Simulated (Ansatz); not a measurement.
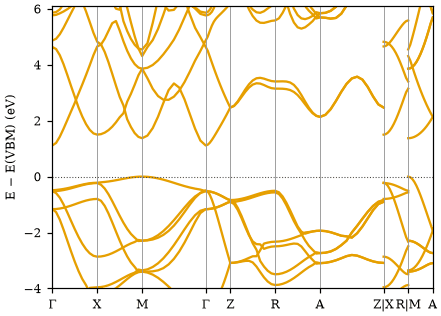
Figure: Band structure from DFT-PBE in the program Ansatz with PAW potentials

**Question.** Read off the gap and where the band edges lie.

**Answer.** About 1.1 eV (1.12 eV by a search for the band edges); maximum at M, minimum at Γ.

The material is MgS in space group P4_2/mmc (No. 131; Mg on 2c, S on 2e).

A made-up cell: these elements were put on the sites of a structure type; neither database checked (COD, Materials Project) lists it. COD files the formula under space group No. 225, so this cell is another polymorph or a model. Whether it is the stable phase at ambient conditions was not checked. The cell was relaxed with PBE under the symmetry of its start; its stability against distortions is not shown here.

Potentials: the later of the program's two PAW sets.
